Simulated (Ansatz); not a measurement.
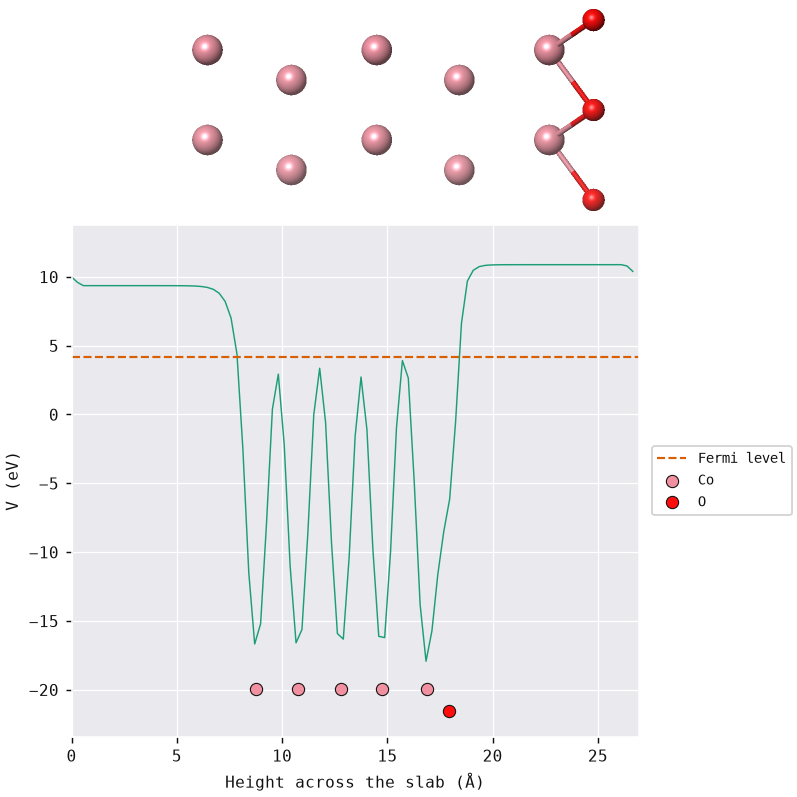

Plane-averaged electrostatic potential energy of an electron across the slab; circles at the bottom mark the heights of the atoms (positions after relaxation). The structure is drawn too.

The material is a (001) slab cut from Co (P6_3/mmc), of composition Co$_{5}$O (not the bulk's), ended by Co planes, 6 atoms in the cell.

Ansatz 0.2.0; DFT PBEsol, scalar-relativistic, plane waves, PAW, spin-polarised, 12×12×1 k mesh, Gaussian smearing of 0.1 eV.

Question: Read off the work function of each face.

Answer: The work function is 6.68 eV at the right face and 5.16 eV at the left.

Question: How thick are slab and vacuum?

Answer: The outermost atoms are 9.1 Å apart, which leaves 17.8 Å of vacuum in a cell 26.9 Å high.

Question: Do the two faces differ, and what does that say about the slab's dipole?

Answer: The vacuum level is 1.53 eV higher at the right than at the left, so the slab carries a dipole along its normal; the ramp in the vacuum, at or near the edge of the plot, is the dipole correction that keeps each side flat. Some atoms were held fixed in the relaxation, which can itself make the faces differ.
